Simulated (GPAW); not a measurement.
The O K edge of atom 3 in TaO2 (P4_2/mnm), with 1 Ta at 2.02 Å and 2 Ta at 2.09 Å (distorted trigonal planar, site symmetry m2m), was computed in 2 ways: excited-electron core hole (neutral cell) and no core hole. Program and functional: GPAW, LDA, without spin-orbit coupling, Gaussian full width 0.9 eV up to 4 eV, rising linearly to 3.5 eV at 25 eV; cells of 6 and 12 atoms (the run without a hole in the smaller).

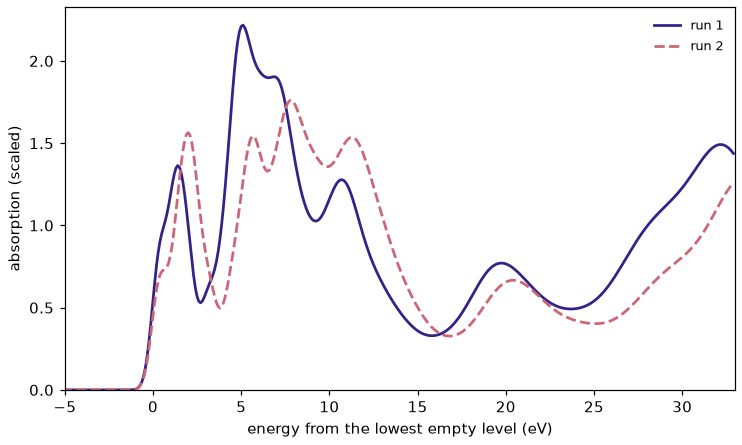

Each run is counted from its own lowest empty level or Fermi level and scaled to a mean of 1 over its first 20 eV.

Question: Which run is which?

Run 1: excited-electron core hole (neutral cell) (area from −2 to 6 eV 7.6, main maxima 1.4 eV (1.36), 5.1 eV (2.22), 10.7 eV (1.28) and 19.7 eV (0.77)). Run 2: no core hole (area from −2 to 6 eV 6.2, main maxima 2.0 eV (1.56), 5.7 eV (1.54), 7.8 eV (1.76) and 11.3 eV (1.54)). With each curve scaled to its own mean, the area from −2 to 6 eV with the hole is 7.6 against 6.2, and the centre of weight from −1 to 20 eV moves by -0.4 eV: the hole pulls the absorber's empty states down.

[Hosts, paths, dates, database ids (printed as entryN), source tags and the programs' standing remarks are cut or masked in the printed files.]

[Lists of maxima count a maximum above −3 eV only where it reaches 4 % of the highest in the window and stands out from its surroundings by 2 % of it (1.5 % where it reaches 55 %); shoulders and weaker maxima are passed over, and of the rest the first, up to two pre-edge ones and the few strongest are named.]
